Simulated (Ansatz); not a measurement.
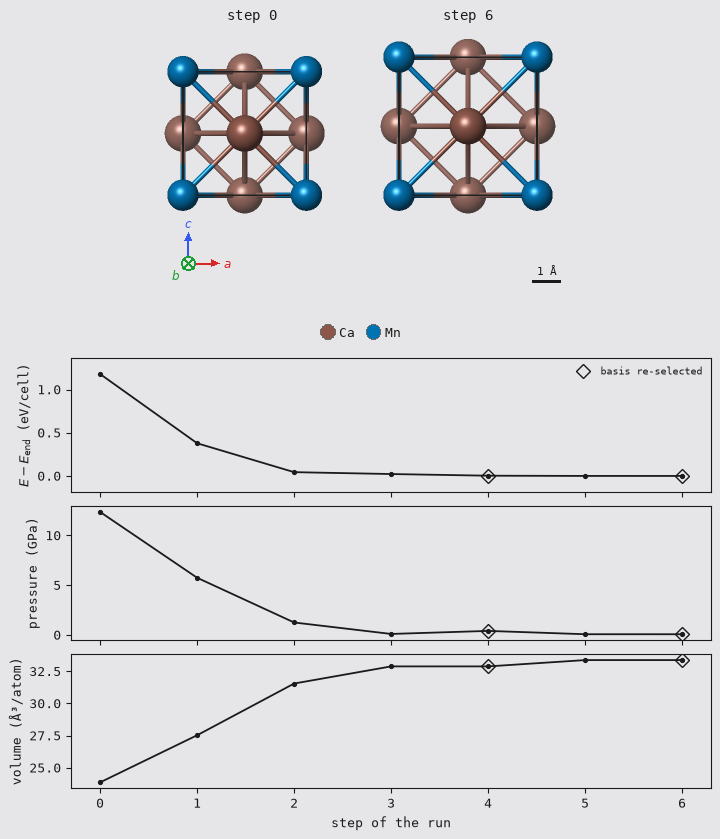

First and last geometry of a relaxation of a crystal of Ca$_{3}$Mn (built on the Cu3Au (L1_2)_221 type) (coarse preliminary run), with the history of the run. Style: ball-and-stick. Shown: the cell of the calculation, along the b axis.

Case: Cu3Au (L1_2) type (Pm-3m, No. 221).

The calculation used Ansatz, DFT PBE, scalar-relativistic, plane waves, PAW. Settings: plane-wave cutoff 420 eV; k-point mesh 4 × 4 × 4; occupations gaussian; smearing width 0.1 eV; collinear spin; cell and atoms relaxed; force threshold 0.04 eV/Å; at most 70 steps.

**What do the curves and the structures tell?**

It converged. After 4 accepted moves (6 points after the start) the energy has fallen by 1.179 eV per cell of the calculation. All forces vanish by symmetry, so only the cell relaxes. Pressure: 12.36 GPa at the start and 0.07 GPa at the end. The SCF was repeated twice at an unchanged geometry on a basis and grid sized afresh for the cell, which shifted the energy by 19.2 meV per cell of the calculation at most. No atom moves by more than 0.005 Å relative to the cell. Cell: a = b = c 4.570 → 5.111 Å (+11.8 %). Volume +39.8 %. Among the contacts that change: Ca–Ca 3.232 → 3.614 Å, Ca–Mn 3.232 → 3.614 Å. The space group stays Pm-3m (No. 221). The run took 35 s on 1 thread of Arm Neoverse V1, on a shared host, peak memory 0.4 GiB.
